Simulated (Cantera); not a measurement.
Feed: 1 mol SiH4, 1.9 mol O3, 41 mol N2, held at 5.50 Pa.

Equilibrium computed with Cantera from the NASA thermochemical tables; the gas is ideal and each condensed phase is pure. Candidate condensed phases: H2O, Si, SiO2, Si2N2O, Si3N4; 35 gas species. The tables hold silica as quartz up to 1696 K and as liquid above; real silica turns to tridymite and cristobalite and melts near 1996 K. Equilibrium is a limit: real reactors are often held back by kinetics, nucleation or transport.

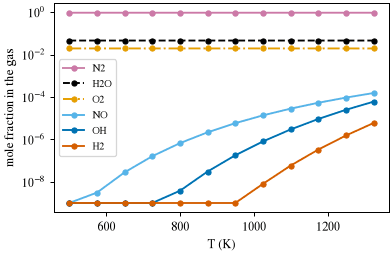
Equilibrium gas composition (values under 1e-9 drawn at 1e-9)

From 500 K to 800 K the condensed part is SiO2(α-quartz). From 875 K to 1325 K the condensed part is SiO2(β-quartz).
